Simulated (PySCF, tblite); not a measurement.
# C₇H₁₄SSi: geometry, infrared bands, NMR shifts and electronic excitations, part 1 of 2

Aim: predict the infrared bands, NMR shifts and electronic excitations of C₇H₁₄SSi (`C#C[SiH2]SCC(C)(C)C`).

The runs use tblite 0.8.0 and PySCF 2.14.0, with density-fitted response routines of our own; the level of theory stands in each step. All values are computed, except where a source is named. Atoms count from 0, in the outputs and in this text.

## 1. The starting structure

23 atoms, charge 0, multiplicity 1; geometry from: force field or distance geometry start.

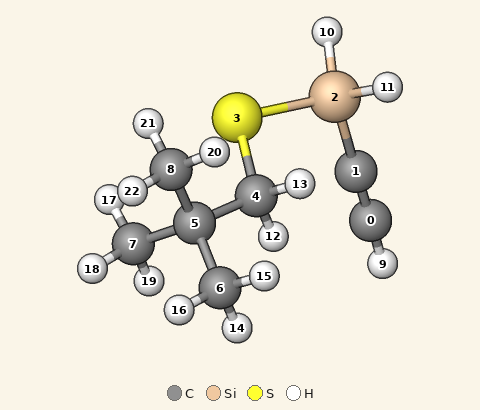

As it starts; carbon grey, silicon light orange, sulfur yellow, hydrogen white, atoms numbered.

## 2. Relaxing the molecule with GFN2-xTB

The job: settings as JSON, then the geometry in Å.

```
{"job": {"kind": "relax", "xc": "GFN2-xTB", "basis": "xTB"}, "charge": 0, "multiplicity": 1}
C      4.304400    -1.083000     0.568000
C      3.764400    -0.047100     0.230500
Si     2.951600     1.539700    -0.270700
S      1.033900     1.068000    -1.145700
C      0.142000     0.254300     0.243500
C     -1.315000    -0.185900    -0.087900
C     -1.895600    -0.834800     1.179800
C     -1.341200    -1.218400    -1.217300
C     -2.190900     1.012600    -0.460900
H      4.758700    -1.995600     0.860600
H      3.750500     2.270500    -1.281600
H      2.699200     2.410900     0.905300
H      0.718200    -0.619200     0.558500
H      0.133300     0.952800     1.079900
H     -1.311400    -1.702700     1.489300
H     -1.908800    -0.132000     2.035000
H     -2.925800    -1.169400     1.022600
H     -1.025500    -0.802800    -2.177000
H     -2.363800    -1.604900    -1.362400
H     -0.694000    -2.075800    -0.990500
H     -2.167200     1.794700     0.318900
H     -1.886300     1.477300    -1.404900
H     -3.235600     0.717800    -0.569200
```

The run is started by

```console
> OMP_NUM_THREADS=1 python probes_run.py task.json out
```

One launch serves the whole session: the jobs run in the order shown.

Log:

```text
step      E/eV     max force
  0    -736.22489    1.229
  1    -736.23041    2.844
  2    -736.26809    0.448
  3    -736.27713    0.331
  4    -736.29089    0.227
  5    -736.30019    0.275
  6    -736.30755    0.224
  7    -736.31338    0.183
  8    -736.31743    0.176
  9    -736.32100    0.128
 10    -736.32412    0.120
 11    -736.32698    0.131
 12    -736.32999    0.204
 13    -736.33336    0.212
 14    -736.33660    0.140
 15    -736.33875    0.092
 16    -736.33983    0.067
 17    -736.34052    0.089
 18    -736.34116    0.076
 19    -736.34182    0.063
 20    -736.34251    0.069
 21    -736.34325    0.078
 22    -736.34400    0.065
 23    -736.34461    0.057
 24    -736.34501    0.037
 25    -736.34528    0.038
 26    -736.34551    0.038
 27    -736.34574    0.027
 28    -736.34596    0.032
 29    -736.34619    0.039
 30    -736.34643    0.043
 31    -736.34668    0.032
 32    -736.34691    0.037
 33    -736.34713    0.037
 34    -736.34736    0.046
 35    -736.34758    0.044
 36    -736.34779    0.030
 37    -736.34795    0.029
 38    -736.34808    0.027
 39    -736.34821    0.034
 40    -736.34834    0.029
 41    -736.34846    0.024
 42    -736.34858    0.025
 43    -736.34872    0.029
 44    -736.34884    0.029
 45    -736.34894    0.019
 46    -736.34901    0.017
 47    -736.34908    0.021
 48    -736.34914    0.022
 49    -736.34919    0.019
 50    -736.34922    0.012
 51    -736.34925    0.015
 52    -736.34929    0.022
 53    -736.34936    0.025
 54    -736.34943    0.023
 55    -736.34949    0.020
 56    -736.34955    0.019
 57    -736.34960    0.021
 58    -736.34965    0.021
 59    -736.34968    0.012
 60    -736.34970    0.009
```

Wall time 0.5 s (1 thread of Arm Neoverse V2, shared host); peak memory 0.18 GiB.

Along the way: (not every step is listed)

```
step  energy from step 0 (eV)  largest force (eV/Å)
   0                   0.0000                1.2294
   1                  -0.0055                2.8442
   2                  -0.0432                0.4482
   3                  -0.0522                0.3314
   4                  -0.0660                0.2273
   5                  -0.0753                0.2751
   6                  -0.0827                0.2238
   7                  -0.0885                0.1826
   8                  -0.0925                0.1758
  12                  -0.1051                0.2045
  16                  -0.1149                0.0674
  20                  -0.1176                0.0693
  24                  -0.1201                0.0369
  28                  -0.1211                0.0321
  32                  -0.1220                0.0371
  36                  -0.1229                0.0297
  40                  -0.1235                0.0291
  44                  -0.1240                0.0287
  48                  -0.1243                0.0224
  52                  -0.1244                0.0220
  55                  -0.1246                0.0203
  56                  -0.1247                0.0190
  57                  -0.1247                0.0206
  58                  -0.1248                0.0213
  59                  -0.1248                0.0116
  60                  -0.1248                0.0094
```

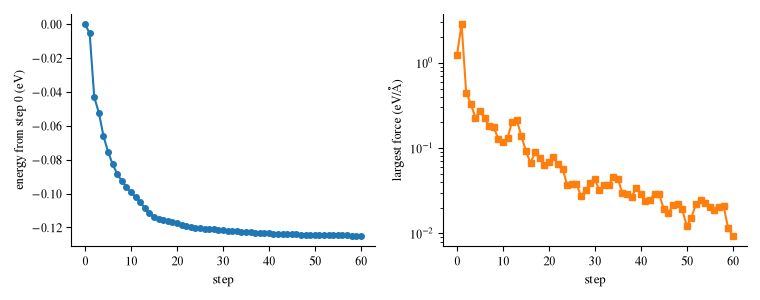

Energy and largest force along the relaxation.

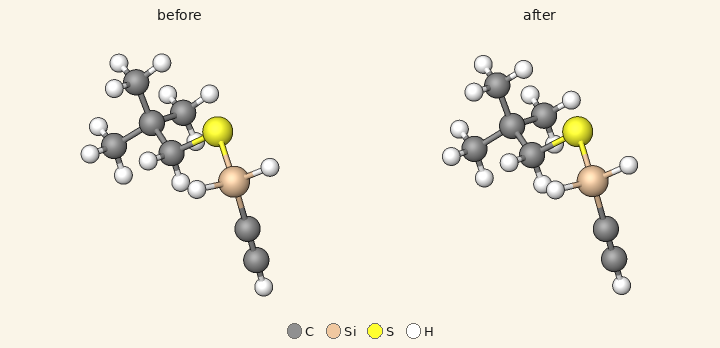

Before and after, at one scale.

Distances of close pairs at the start and the end, largest changes first:

```
   bond  before (Å)  after (Å)  change (Å)
Si2–H10       1.481      1.452      -0.029
  C4–C5       1.558      1.531      -0.027
Si2–H11       1.485      1.463      -0.022
 C6–H15       1.107      1.088      -0.019
 C8–H20       1.105      1.088      -0.016
 C7–H18       1.103      1.087      -0.015
 Si2–S3       2.160      2.147      -0.013
  C0–C1       1.216      1.203      -0.013
```

The end geometry stands in the next job.

## 3. Harmonic vibrations with GFN2-xTB

The job: settings as JSON, then the geometry in Å.

```
{"job": {"kind": "ir", "xc": "GFN2-xTB", "basis": "xTB"}, "charge": 0, "multiplicity": 1}
C      4.175380    -1.073107     0.559120
C      3.683628    -0.022940     0.239301
Si     2.850470     1.541607    -0.286674
S      0.965547     1.043278    -1.185020
C      0.144853     0.242084     0.245362
C     -1.290151    -0.193353    -0.061942
C     -1.863535    -0.837479     1.204781
C     -1.296038    -1.210898    -1.202757
C     -2.134119     1.022534    -0.445613
H      4.622838    -1.982555     0.842787
H      3.581998     2.211080    -1.347652
H      2.596056     2.351675     0.904313
H      0.753926    -0.619390     0.523074
H      0.150543     0.962452     1.064635
H     -1.272052    -1.702062     1.498765
H     -1.868147    -0.128339     2.030046
H     -2.885507    -1.163958     1.027696
H     -0.864434    -0.771893    -2.098772
H     -2.313497    -1.523680    -1.425000
H     -0.713690    -2.090292    -0.935263
H     -2.159001     1.745386     0.367519
H     -1.715749     1.506484    -1.324554
H     -3.154071     0.720349    -0.670242
```

Log:

```text
mode    cm-1     km/mol
  1      14.0      0.28
  2      27.6      0.19
  3      79.2      0.20
  4     107.5      2.92
  5     120.4      1.87
  6     186.4      0.30
  7     188.3      0.25
  8     208.4      2.32
  9     236.4      0.63
 10     239.1      0.09
 11     286.1     17.11
 12     303.2      0.77
 13     322.1      0.03
 14     400.1      2.25
 15     414.4      0.36
 16     456.6      8.81
 17     472.5     87.37
 18     517.3     38.39
 19     576.9      2.12
 20     657.3     35.31
 21     680.9     14.23
 22     684.6     40.83
 23     714.1    383.26
 24     734.5    207.63
 25     755.3     98.12
 26     803.7      1.29
 27     863.7      0.41
 28     955.5      6.56
 29     965.3      0.78
 30     966.7      0.33
 31     969.8      0.91
 32    1037.6      0.03
 33    1038.3      0.50
 34    1124.8      0.18
 35    1210.9     23.94
 36    1267.3     21.51
 37    1283.3      4.87
 38    1291.8     12.81
 39    1406.1      9.49
 40    1406.8     10.34
 41    1426.9     10.65
 42    1452.9      2.29
 43    1488.1      0.15
 44    1493.0      0.36
 45    1495.2      1.04
 46    1504.4      6.37
 47    1505.7      2.45
 48    1512.9      6.33
 49    2202.9     38.17
 50    2255.5    255.34
 51    2353.1    231.04
 52    2959.4     23.06
 53    2969.9     12.83
 54    3021.6      0.22
 55    3026.9     32.47
 56    3027.5     34.19
 57    3029.6     39.56
 58    3034.7     32.32
 59    3035.9     25.13
 60    3041.4    100.66
 61    3044.5      4.72
 62    3047.7     42.64
 63    3353.7      0.44
```

Wall time 1 s (1 thread of Arm Neoverse V2, shared host); peak memory 0.18 GiB.

Which atoms move in the most intense modes:

```
cm⁻¹  km/mol                                  atoms
 472    87.4  H10 37 %, H11 27 %, Si2 19 %, C1 10 %
 714   383.3  H11 24 %, Si2 22 %, H10 17 %, C4 11 %
 734   207.6           H11 39 %, H10 31 %, Si2 15 %
 755    98.1   C4 40 %, H10 17 %, S3 12 %, H11 10 %
2256   255.3                               H11 97 %
2353   231.0                               H10 97 %
3041   100.7           H16 42 %, H22 26 %, H18 18 %
3048    42.6                     H21 46 %, H17 40 %
```

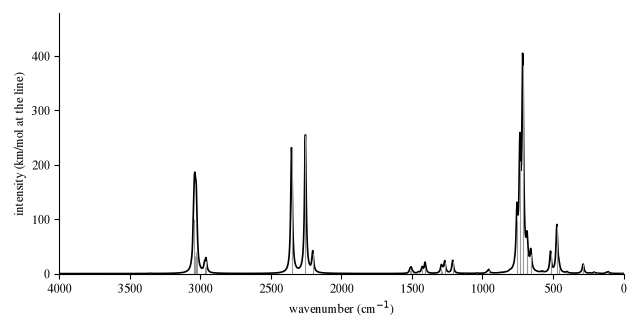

The infrared spectrum from these modes, unscaled. Lines are broadened to a width of 14 cm⁻¹ (Lorentzian).

## 4. Relaxing the molecule at PBE0-D3(BJ)/def2-SVP

The job: settings as JSON, then the geometry in Å.

```
{"job": {"xc": "PBE0", "basis": "def2-SVP", "d3": "d3bj", "grid": 1, "shake": 0.01, "kind": "geom"}, "charge": 0, "multiplicity": 1}
C      4.195790    -1.098660     0.563300
C      3.677950    -0.027470     0.237150
Si     2.830270     1.539290    -0.295330
S      0.998780     1.045540    -1.188550
C      0.142040     0.235400     0.234810
C     -1.294060    -0.188530    -0.064330
C     -1.853960    -0.839480     1.205020
C     -1.280580    -1.205450    -1.207810
C     -2.135950     1.027940    -0.426260
H      4.620140    -1.984990     0.852810
H      3.573130     2.208160    -1.338830
H      2.601860     2.352590     0.911010
H      0.725640    -0.609180     0.513480
H      0.133860     0.965220     1.071640
H     -1.276500    -1.712830     1.499030
H     -1.868670    -0.114280     2.037520
H     -2.883570    -1.152840     1.025640
H     -0.873690    -0.766050    -2.092950
H     -2.315650    -1.531510    -1.422710
H     -0.738630    -2.083390    -0.930350
H     -2.175390     1.746000     0.357880
H     -1.708180     1.486140    -1.333700
H     -3.146980     0.731910    -0.691820
```

Log:

```text
step   0  E = -961.82352344  max force = 0.068523
step   1  E = -961.83228395  max force = 0.006365
step   2  E = -961.83272048  max force = 0.003200
step   3  E = -961.83286709  max force = 0.002278
step   4  E = -961.83292615  max force = 0.001362
step   5  E = -961.83297166  max force = 0.000618
step   6  E = -961.83299494  max force = 0.000435
step   7  E = -961.83301165  max force = 0.000271
step   8  E = -961.83302825  max force = 0.000234
step   9  E = -961.83305768  max force = 0.000283
step  10  E = -961.83309547  max force = 0.000494
step  11  E = -961.83311241  max force = 0.000527
step  12  E = -961.83311467  max force = 0.000277
optimisation converged
```

It took 4.4 min on 1 thread of Arm Neoverse V2, shared host; peak memory 0.97 GiB.

The steps of the relaxation:

```
step  energy from step 0 (eV)  largest force component (eV/Å)
   0                   0.0000                          3.5236
   1                  -0.2384                          0.3273
   2                  -0.2503                          0.1646
   3                  -0.2543                          0.1171
   4                  -0.2559                          0.0700
   5                  -0.2571                          0.0318
   6                  -0.2577                          0.0224
   7                  -0.2582                          0.0139
   8                  -0.2586                          0.0120
   9                  -0.2594                          0.0146
  10                  -0.2605                          0.0254
  11                  -0.2609                          0.0271
  12                  -0.2610                          0.0142
```

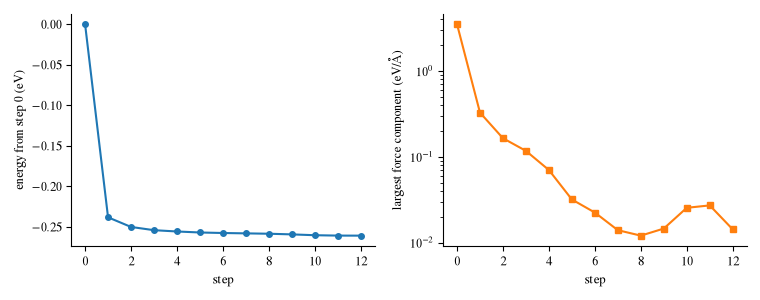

Energy and force, step by step.

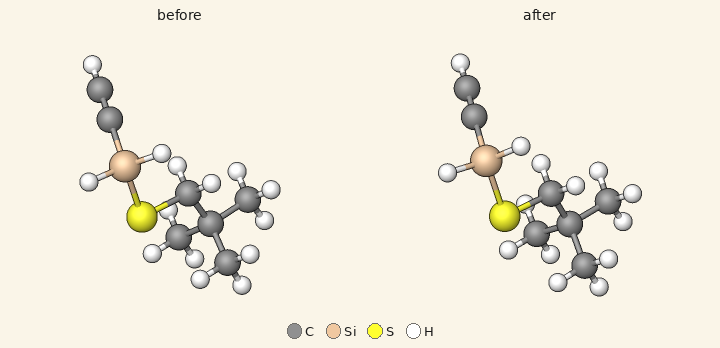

Before and after, at one scale.

Distances of close pairs at the start and the end, largest changes first:

```
   bond  before (Å)  after (Å)  change (Å)
  C0–H9       1.024      1.076      +0.051
Si2–H10       1.445      1.489      +0.044
 C4–H12       1.064      1.102      +0.038
 C8–H20       1.064      1.102      +0.038
 Si2–S3       2.097      2.131      +0.034
 C7–H19       1.068      1.102      +0.033
 C7–H17       1.069      1.100      +0.032
 C1–Si2       1.859      1.836      -0.023
```

The next job starts from the end point, and lists it.

```
                         at the end point                value
  point group (found at 0.08 Å tolerance)                   C1
rotational constants (GHz, main isotopes)  1.866, 0.624, 0.539
                        dipole moment (D)                 1.78
```

## 5. Shielding tensors: PBE0/pcSseg-1

The job: settings as JSON, then the geometry in Å.

```
{"job": {"kind": "nmr", "xc": "PBE0", "basis": "pcSseg-1"}, "charge": 0, "multiplicity": 1}
C      3.988572    -1.245886     0.691744
C      3.573017    -0.157148     0.339702
Si     2.878791     1.457487    -0.191753
S      0.986544     1.176680    -1.130454
C      0.112610     0.373935     0.273594
C     -1.279124    -0.143559    -0.116876
C     -1.888688    -0.767393     1.142107
C     -1.165426    -1.207845    -1.209108
C     -2.163928     1.008805    -0.594341
H      4.362327    -2.208162     0.993663
H      3.765378     2.092699    -1.204912
H      2.765348     2.321748     1.020554
H      0.730995    -0.464185     0.632608
H      0.021045     1.107909     1.090606
H     -1.273749    -1.603194     1.511966
H     -1.979096    -0.027129     1.952977
H     -2.896020    -1.158824     0.930519
H     -0.725482    -0.793374    -2.128654
H     -2.158240    -1.614033    -1.457742
H     -0.527007    -2.043872    -0.881809
H     -2.260084     1.782835     0.183740
H     -1.749326     1.487872    -1.494601
H     -3.174672     0.645414    -0.837275
```

Level: GIAO PBE0/pcSseg-1 NMR shielding, non-relativistic, gas phase.

Log:

```text
coarse grid: 19536 points
cycle   1  E = -962.0308136744  dE =  6.514e-01  |g| = 5.106e-01  |ddm| = 4.230e+00
cycle   2  E = -962.0176259253  dE =  1.319e-02  |g| = 5.625e-01  |ddm| = 1.126e+00
cycle   3  E = -962.1001044819  dE = -8.248e-02  |g| = 9.899e-02  |ddm| = 6.026e-01
cycle   4  E = -962.1016739588  dE = -1.569e-03  |g| = 5.908e-02  |ddm| = 1.090e-01
cycle   5  E = -962.1024981467  dE = -8.242e-04  |g| = 1.737e-02  |ddm| = 5.137e-02
cycle   6  E = -962.1025752314  dE = -7.708e-05  |g| = 3.743e-03  |ddm| = 1.976e-02
cycle   7  E = -962.1025784268  dE = -3.195e-06  |g| = 8.621e-04  |ddm| = 3.916e-03
final grid: 177336 points
cycle   8  E = -962.1619825583  dE = -6.114e-05  |g| = 9.728e-03  |ddm| = 4.656e-02
cycle   9  E = -962.1619681887  dE =  1.437e-05  |g| = 1.217e-02  |ddm| = 2.171e-02
cycle  10  E = -962.1620069519  dE = -3.876e-05  |g| = 1.123e-03  |ddm| = 1.337e-02
cycle  11  E = -962.1620072616  dE = -3.096e-07  |g| = 3.208e-04  |ddm| = 1.690e-03
cycle  12  E = -962.1620072839  dE = -2.234e-08  |g| = 1.134e-04  |ddm| = 3.410e-04
cycle  13  E = -962.1620072861  dE = -2.187e-09  |g| = 7.004e-05  |ddm| = 1.346e-04
cycle  14  E = -962.1620072873  dE = -1.217e-09  |g| = 1.244e-05  |ddm| = 5.286e-05
cycle  15  E = -962.1620072874  dE = -3.411e-11  |g| = 2.457e-06  |ddm| = 1.258e-05
converged SCF energy = -962.1620072874

GIAO shielding tensors (ppm)
atom      isotropic    diamagn.    paramagn.     s11        s22        s33       span
  0 C       79.333     261.596    -182.262     -7.710      2.923    242.787    250.497
  1 C       99.647     260.842    -161.195     -1.770     11.006    289.704    291.474
  2 Si     403.943     879.213    -475.270    358.135    393.735    459.960    101.825
  3 S      678.154    1060.454    -382.300    603.981    615.026    815.456    211.474
  4 C      136.486     257.296    -120.810    109.700    137.040    162.718     53.017
  5 C      152.006     243.606     -91.600    145.992    150.221    159.805     13.813
  6 C      151.136     248.310     -97.174    133.599    134.064    185.746     52.147
  7 C      155.591     248.789     -93.197    137.372    146.477    182.924     45.551
  8 C      155.352     247.745     -92.393    137.593    145.159    183.303     45.710
  9 H       28.833      32.086      -3.253     23.580     24.379     38.539     14.959
 10 H       26.377      25.774       0.603     22.257     24.262     32.612     10.355
 11 H       26.389      27.660      -1.270     22.242     24.826     32.100      9.858
 12 H       28.775      37.998      -9.223     22.029     31.028     33.269     11.239
 13 H       29.076      36.262      -7.186     23.441     30.179     33.608     10.167
 14 H       30.297      32.071      -1.774     26.370     28.216     36.305      9.934
 15 H       30.323      31.739      -1.416     26.698     27.770     36.502      9.805
 16 H       30.107      31.347      -1.241     26.163     27.297     36.860     10.697
 17 H       29.470      31.898      -2.428     24.402     30.040     33.967      9.565
 18 H       30.460      31.786      -1.326     26.522     27.902     36.955     10.433
 19 H       30.551      32.594      -2.042     26.642     28.319     36.693     10.050
 20 H       30.527      31.188      -0.660     26.880     27.679     37.022     10.142
 21 H       29.592      31.057      -1.465     24.278     30.186     34.311     10.032
 22 H       30.420      30.866      -0.446     26.493     27.782     36.986     10.493
```

Run time: 44 s. Hardware: 1 thread of Arm Neoverse V2, shared host; peak memory 1.3 GiB.

The references, computed at this level on geometries of the same kind, shield at (ppm): ¹H TMS 31.27, ¹³C TMS 184.4, ²⁹Si TMS 352.0, ³³S CS2 496. Their shielding less the atom's gives the shift. The references are single molecules in the gas phase. Atoms listed in one row are averaged.

```
                             atoms                           environment  σ (ppm)  δ (ppm)  δ scaled to CDCl3
                                C0                terminal alkyne carbon     79.3    105.1              101.5
                                C1                         alkyne carbon     99.6     84.8               81.8
                                C4                   sp3 CH2 bonded to S    136.5     47.9               42.5
                                C5                 quaternary sp3 carbon    152.0     32.4               31.0
                        C6, C7, C8                         methyl carbon    154.0     30.4               29.0
                          H10, H11  hydrogen on a silicon bonded to C, S    26.38     4.88                  –
                                H9  hydrogen on a terminal alkyne carbon    28.83     2.43               2.52
                          H12, H13    hydrogen on an sp3 CH2 bonded to S    28.93     2.34               2.44
H14, H15, H16, H17, H18 and 4 more           hydrogen on a methyl carbon    30.19     1.07               1.23
                               Si2           silicon bonded to C, S, 2 H    403.9    -52.0                  –
                                S3                sulfur bonded to C, Si      678     -182                  –
```

The scaled column applies a straight-line fit of computed shieldings to shifts measured in CDCl3, with any fitted terms for Cl, Br or S neighbours (root-mean-square error 0.21 ppm for H, 2.0 ppm for C).

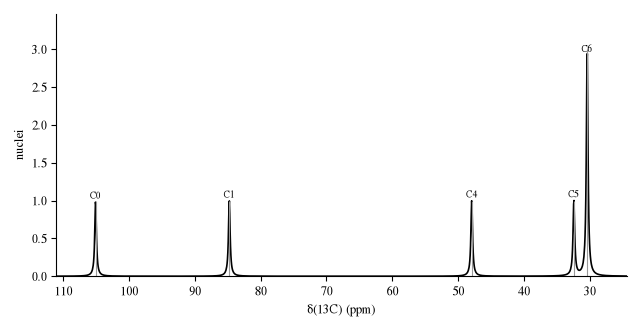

¹³C lines at the computed shifts, without couplings. Lines are broadened to a width of 0.30 ppm (Lorentzian).

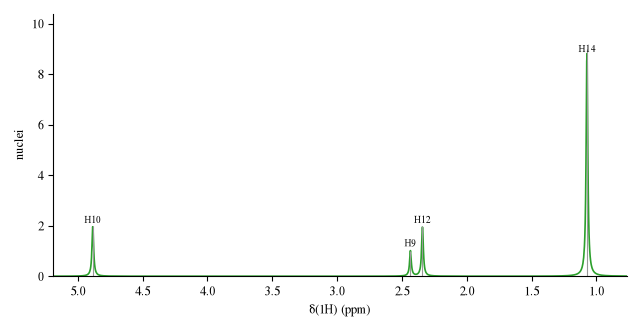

¹H lines at the computed shifts, without couplings. Lines are broadened to a width of 0.02 ppm (Lorentzian).

The run also stored atomic charges by several schemes (e):

```
     atoms  Mulliken    IAO  Hirshfeld  ESP fit
        C0     -0.19  -0.18      -0.08    -0.33
        C1     -0.20  -0.34      -0.16    -0.15
       Si2      0.65   0.70       0.32     0.41
        S3     -0.25  -0.18      -0.06    -0.24
        C4     -0.27  -0.32      -0.06    -0.69
        C5     -0.61   0.06       0.02     0.84
C6, C7, C8     -0.16  -0.41      -0.12    -0.58
```

Hirshfeld charges:

C0 -0.08; C1 -0.16; Si2 0.32; S3 -0.06; C4 -0.06; C5 0.02; C6 -0.11; C7 -0.12; C8 -0.12; H9 0.10; H10 -0.06; H11 -0.07; H12 0.03; H13 0.04; H14 0.04; H15 0.04; H16 0.04; H17 0.03; H18 0.04; H19 0.04; H20 0.04; H21 0.03; H22 0.04

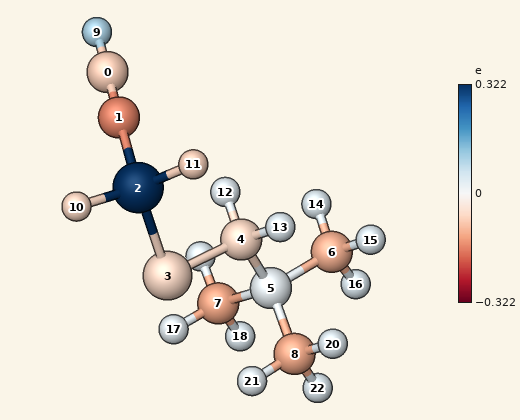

Hirshfeld charges, as colours on the atoms.

Mayer bond orders: C0–C1 2.56, C1–Si2 0.91, Si2–S3 0.98, S3–C4 1.00, C4–C5 0.99, C5–C6 1.02, C5–C7 1.01, C5–C8 1.01.

(Continued in part 2 of 2.)
